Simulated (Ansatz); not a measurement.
C$_{3}$H$_{7}$FOSn (SMILES CC(C)[O][Sn][F])

Input file:

```
crystal:
  periodic: [false, false, false]
  atoms:
    - {symbol: C, position_ang: [-1.433926, -0.380986, 0.060347]}
    - {symbol: C, position_ang: [0.029733, -0.013016, -0.085595]}
    - {symbol: C, position_ang: [0.915452, -0.829832, 0.834885]}
    - {symbol: O, position_ang: [0.187778, 1.361216, 0.232205]}
    - {symbol: Sn, position_ang: [0.835128, 2.815072, -0.907032]}
    - {symbol: F, position_ang: [1.142273, 1.724761, -2.497494]}
    - {symbol: H, position_ang: [-1.770428, -0.192045, 1.082957]}
    - {symbol: H, position_ang: [-2.049605, 0.212427, -0.619043]}
    - {symbol: H, position_ang: [-1.592662, -1.437736, -0.168964]}
    - {symbol: H, position_ang: [0.338155, -0.190019, -1.123987]}
    - {symbol: H, position_ang: [1.964224, -0.554642, 0.704015]}
    - {symbol: H, position_ang: [0.813061, -1.897404, 0.624426]}
    - {symbol: H, position_ang: [0.641218, -0.652496, 1.877979]}
basis:
  gaussian: {orbitals: def2-TZVPP}
hamiltonian: {xc: pbe0, dispersion: d4}
output: {orbitals: {seedname: orbitals}}
```

Command:

```sh
ansatz run in.yaml --threads 4 --pin off --events-out ev --progress --plain --max-ram 11315MiB
```

Geometry: PBE0-D4/def2-TZVP; core potentials replace the inner electrons of Sn.

Level of theory: RKS PBE0-D4/def2-TZVPP in Ansatz 0.2.0.

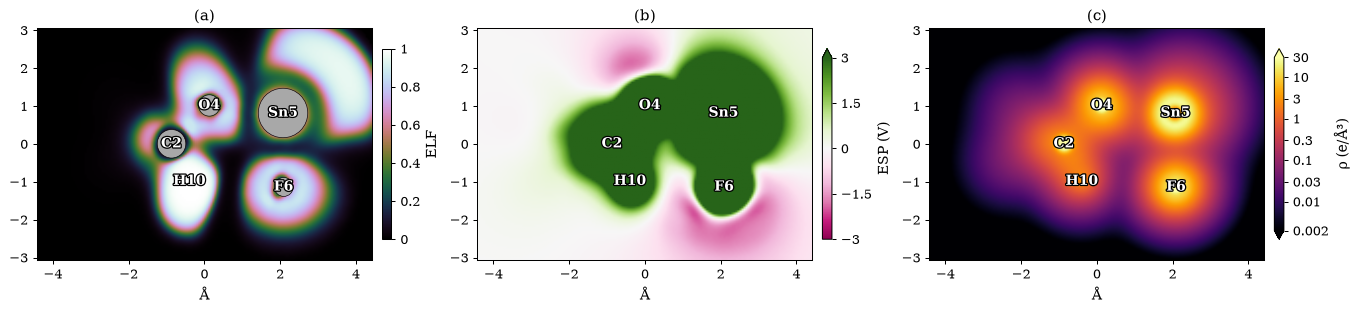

Figure 1. (a) ELF; (b) molecular electrostatic potential; (c) electron density on the plane of atoms C2, O4 and Sn5. Grey discs cover the atomic cores in the ELF map.

What do the fields say about this system?

Answer. The section cuts through C, O, Sn, F and H sites.
C–O (1.42 Å): ρ at the midpoint is about 2 e/Å³, with its minimum of 1.7 e/Å³ about 0.5 Å from C; the ELF peaks at about 0.85 between the atoms, as expected for a polar covalent bond.
Sn–F (1.95 Å): the density is about 0.77 e/Å³ at the midpoint; the ELF peaks at about 0.80 in the valence shell of F, 0.5 Å from its nucleus, and drops to about 0.15 between the two atoms.
Sn–O (1.96 Å): the density is about 0.83 e/Å³ at the midpoint; the ELF peaks at about 0.85 in the valence shell of O, 0.6 Å from its nucleus, and drops to about 0.15 between the two atoms.
C–H (1.10 Å): the density is about 2.1 e/Å³ at the midpoint; the ELF climbs to about 1 towards the hydrogen, as it does in any bond to H: an ordinary covalent bond to hydrogen.
The ELF also peaks beside F6 and O4, away from the bonds: lone-pair regions.
Outside the dense part of the molecule the potential is most negative (−2.0 V) near F6.

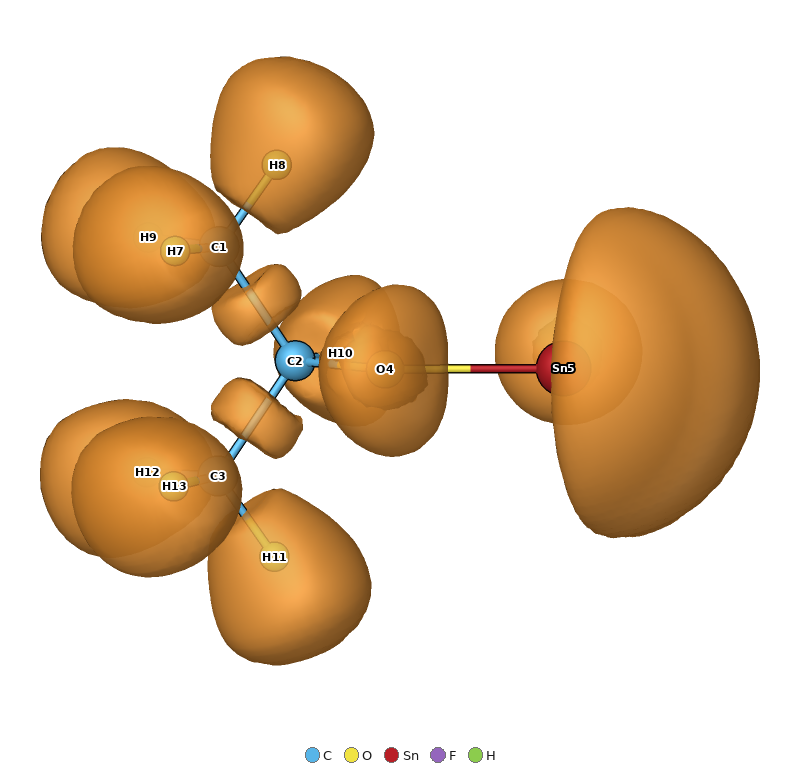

Figure 2. Isosurface of the electron localisation function at 0.75 (orange), seen across its widest extent. Only the valence region is drawn (cores and ρ < 0.01 e/Å³ removed).

Identify the bonds, lone pairs and shells in this picture.

Answer. The surface consists of two regions between bonded C–C atoms (shared pairs), seven regions around hydrogen nuclei, one region on O in which the atom's valence shell and bonds are merged, one lobe on Sn, pointing away from the bonds (lone pairs) and one region wrapped around F (its valence shell). Along the contacts the grid gives the following. C–C (1.52 Å): the ELF peaks at about 0.95 between the atoms, as expected for localised, covalent bonding.

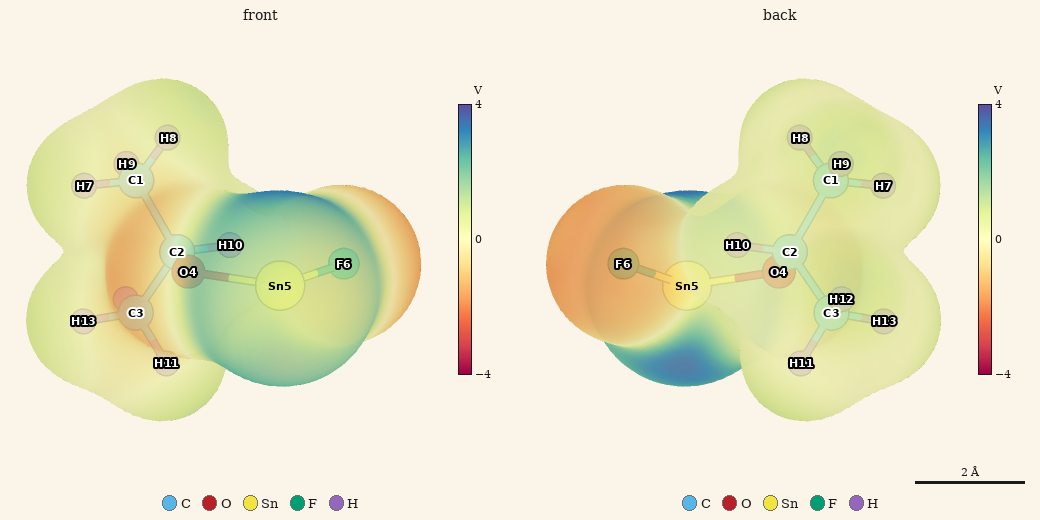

Figure 3. The molecular electrostatic potential painted on the density surface at 0.004 e/bohr³, seen from the front and from behind; red is negative and blue positive.

Describe the electrostatic potential map.

Answer. The most negative region (about −1.8 V, or −42 kcal/mol for a unit charge) lies over F6, the most positive (about +3.4 V, or +78 kcal/mol for a unit charge) over Sn5.

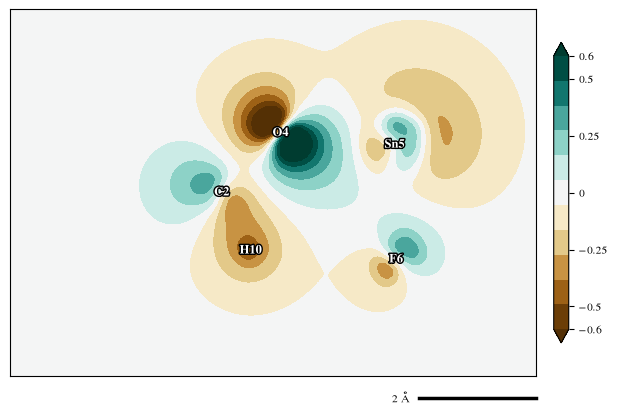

Figure 4. One frontier orbital on the plane of atoms C2, O4 and Sn5 (values in Å⁻³ᐟ²; the overall sign is arbitrary).

Which orbital is it: HOMO or LUMO?

Answer. The HOMO, at −7.74 eV. Its weight (Hirshfeld) is mainly on O4 (about 35 %), Sn5 (about 35 %), C2 (about 10 %) and H10 (about 5 %).
